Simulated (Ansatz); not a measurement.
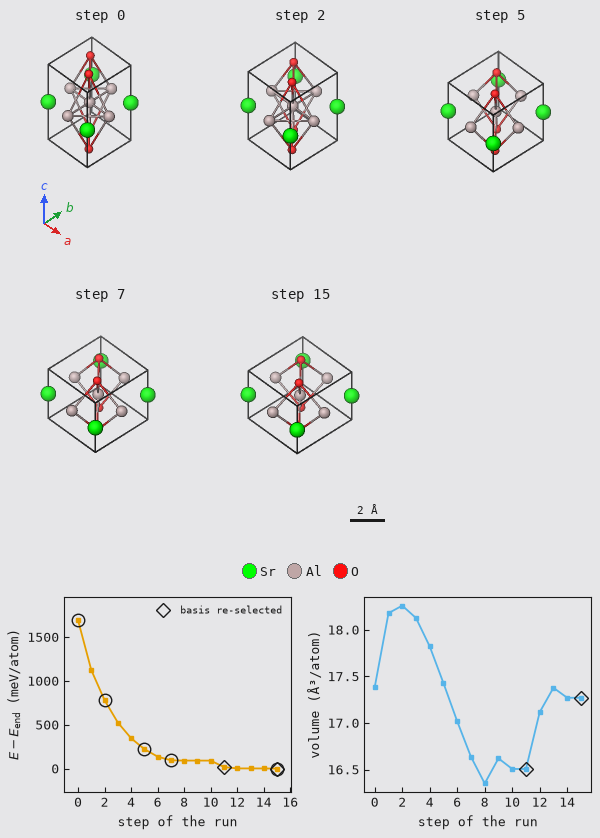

Frames of a relaxation of solid SrAl$_{3}$O$_{2}$ (a generated structure, set up in P6/mmm) (coarse preliminary run), marked on the history of the run. A ball-and-stick model of the cell of the calculation, seen from a free direction.

All numbers below come from DFT PBE, scalar-relativistic, plane waves, PAW (Ansatz).

The input:
```yaml
crystal:
  lattice:
    - [4.96181684, 0.0, 0.0]
    - [-2.48090842, 4.29705943, 0.0]
    - [0.0, 0.0, 4.89285117]
  atoms:
    - { symbol: Sr, position: [0.0, 0.0, 0.5] }
    - { symbol: Al, position: [0.5, 0.0, 0.5] }
    - { symbol: Al, position: [0.0, 0.5, 0.5] }
    - { symbol: Al, position: [0.5, 0.5, 0.5] }
    - { symbol: O, position: [0.33333333, 0.66666667, 0.0], spin: 1.0 }
    - { symbol: O, position: [0.66666667, 0.33333333, 0.0], spin: 1.0 }
basis:
  ecutwfc: 420
kpoints:
  mp_grid: { grid: [6, 6, 4] }
hamiltonian:
  xc: pbe
scf:
  occupations: { method: gaussian, width: 0.1 }
  lower_state_search: "off"
output:
  forces: true
  stress: true
  eigenvalues: true
  populations: true
magnetization:
  spin_polarized: true
relax:
  adjacent_minimum: "off"
  f_tol: 0.04
  max_steps: 70
  cell: { stress_tol: 0.4 }
```

Command:
```bash
ansatz run input.yaml --threads 1 --pin off --max-ram 2560MiB --backend cpu --events-out ev --progress --plain --runs-dir out
```

What happens along the run?

The energy falls by 1690 meV per atom in 13 accepted moves (15 points after the start). All forces vanish by symmetry, so only the cell relaxes. Pressure: 20.89 GPa at the start and 0.17 GPa at the end. At 2 points the geometry stayed and the basis and grid were re-selected for the new cell (energy shift of 73.6 meV per atom at most each time). No atom moves by more than 0.005 Å relative to the cell. The drawn cell changes as follows: a = b 4.962 → 6.210 Å (+25.2 %), c 4.893 → 3.102 Å (−36.6 %); the volume changes by −0.7 %. Near-neighbour distances that change, for instance: Sr1–Sr1 4.893 → 3.102 Å, Sr1–Al2 2.481 → 3.105 Å, Al2–Al3 2.481 → 3.105 Å, Al2–O5 2.835 → 2.371 Å. The space group stays P6/mmm (No. 191). The program noted that the starting moments weren't kept. From step 0 to 2: volume +5.0 %, energy −911 meV per atom. From step 2 to 5: volume −4.6 %, energy −557 meV per atom. From step 5 to 7: volume −4.5 %, energy −127 meV per atom. From step 7 to 15: volume +3.8 %, energy −94.7 meV per atom.

```csv
step,"E − E(0), meV/atom","pressure, GPa","volume, Å³/atom",note
0,0.00,20.89,17.387,
1,-567.81,10.51,18.179,
2,-910.57,6.48,18.259,
3,-1164.87,3.96,18.127,
4,-1343.54,2.76,17.821,
5,-1467.54,2.39,17.427,
6,-1553.17,1.85,17.017,
7,-1594.88,0.45,16.636,
8,-1597.89,0.42,16.351,
9,-1597.92,-0.53,16.620,
10,-1598.30,-0.02,16.506,
11,-1671.88,3.86,16.506,"same geometry, new basis"
12,-1687.34,0.72,17.116,
13,-1687.37,-0.46,17.378,
14,-1687.77,0.00,17.271,
15,-1689.62,0.17,17.271,"same geometry, new basis"
```
